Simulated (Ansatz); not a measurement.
## Electronic structure of CH₄F₂NSi (SMILES C[Si]([NH])(F)F) (doublet) in real space

Input file:

```
basis:
  gaussian: {orbitals: def2-TZVPD}
crystal:
  periodic: [false, false, false]
  atoms:
    - {symbol: C, position_ang: [-0.239635, -0.241803, 1.274043]}
    - {symbol: F, position_ang: [0.588271, 0.178656, -1.416288]}
    - {symbol: F, position_ang: [0.867870, 2.159126, 0.220875]}
    - {symbol: N, position_ang: [-1.657227, 1.544251, -0.644905]}
    - {symbol: Si, position_ang: [-0.088253, 0.920279, -0.157551]}
    - {symbol: H, position_ang: [-0.881171, -1.090469, 1.013167]}
    - {symbol: H, position_ang: [-0.689082, 0.265768, 2.134414]}
    - {symbol: H, position_ang: [0.738064, -0.630649, 1.576894]}
    - {symbol: H, position_ang: [-1.609895, 2.195723, -1.438823]}
magnetization: {spin_polarized: true, initial_magnetization: 1}
hamiltonian: {xc: {name: PBE0}}
output: {forces: true, orbitals: {seedname: orbitals}}
```

Command:

```sh
ansatz run input.yaml --threads 2 --pin off --max-ram 4350MiB --events-out events.jsonl --progress --plain --runs-dir runs
```

Geometry: B3LYP/6-31G*.

Theory: isolated molecule in a Gaussian basis; Kohn-Sham density functional theory, functional PBE0 (Ansatz 0.2.0).

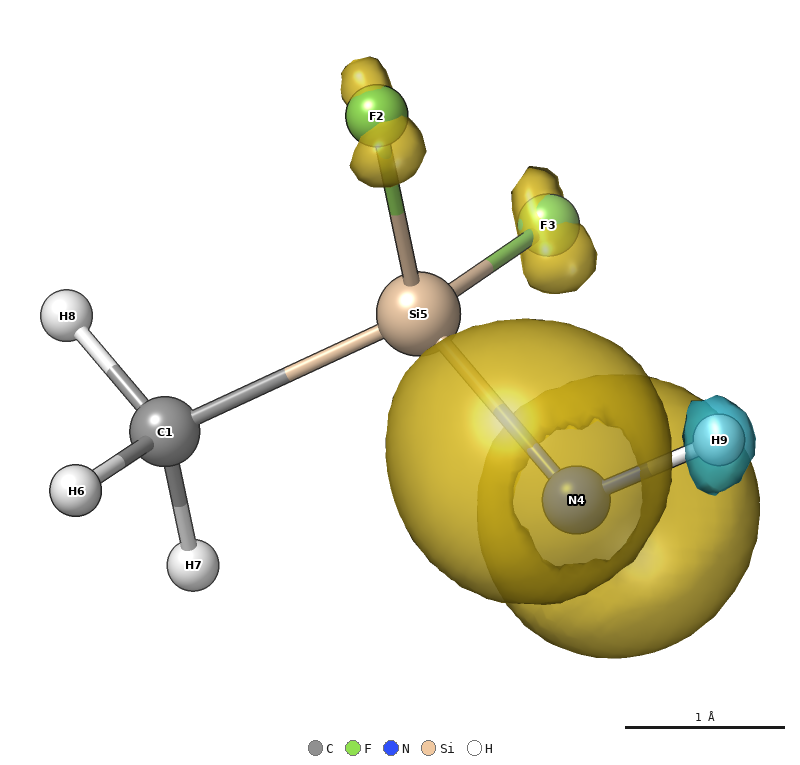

Figure 1. Isosurfaces of the spin density (α minus β) at +0.03 (yellow) and −0.03 e/Å³ (cyan), seen at an oblique angle.

### Which atoms carry the spin?

The unpaired spin (1 electron) lies mostly on N4 (about 0.8) and Si5 (about 0.1), in electrons by Hirshfeld's partition.

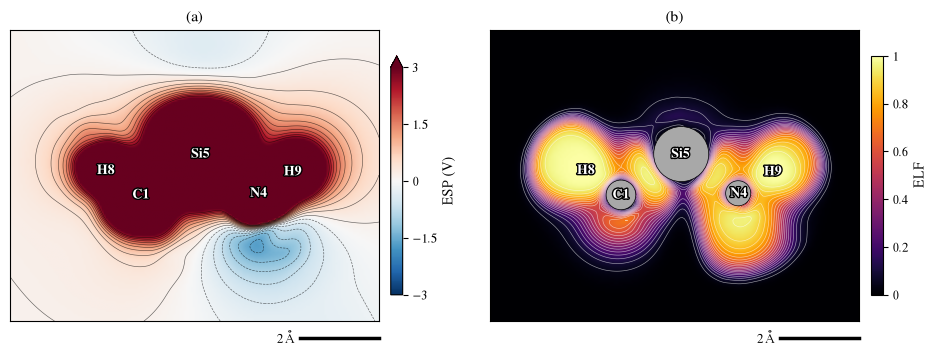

Figure 2. (a) molecular electrostatic potential; (b) electron localisation function on the plane of atoms C1, Si5 and N4. Grey discs cover the atomic cores in the ELF map.

### Interpret the plot.

The plane passes through C, N, Si and H nuclei. Si–N (1.76 Å): the ELF peaks at about 0.95 between the atoms (a shared but strongly polarised pair). C–Si (1.85 Å): the ELF peaks at about 0.95 between the atoms: localised, covalent bonding. N–H (1.03 Å): the ELF climbs to about 1 towards the hydrogen, as it does in any bond to H: a covalent bond by its length. C–H (1.09 Å): the ELF climbs to about 1 towards the hydrogen (an ordinary covalent bond to hydrogen). The ELF also peaks beside N4, away from the bonds: non-bonding electrons, paired or unpaired. Outside the dense part of the molecule the potential is most negative (−1.7 V) near N4.

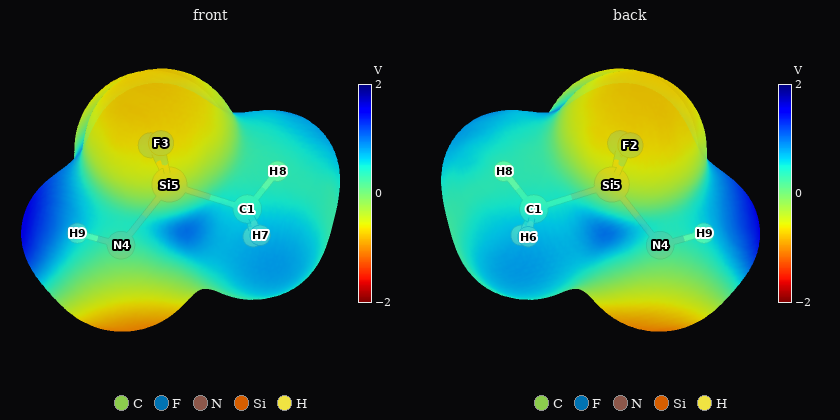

Figure 3. The molecular electrostatic potential painted on the density surface at 0.001 e/bohr³, seen from the front and from behind; red is negative and blue positive.

### Describe the electrostatic potential map.

The most negative region (about −1.0 V) lies over N4, the most positive (about +1.5 V) over H9. N4 is the likeliest acceptor of a hydrogen bond.

### How polar is the molecule by this calculation?

Its dipole moment is 0.93 D.
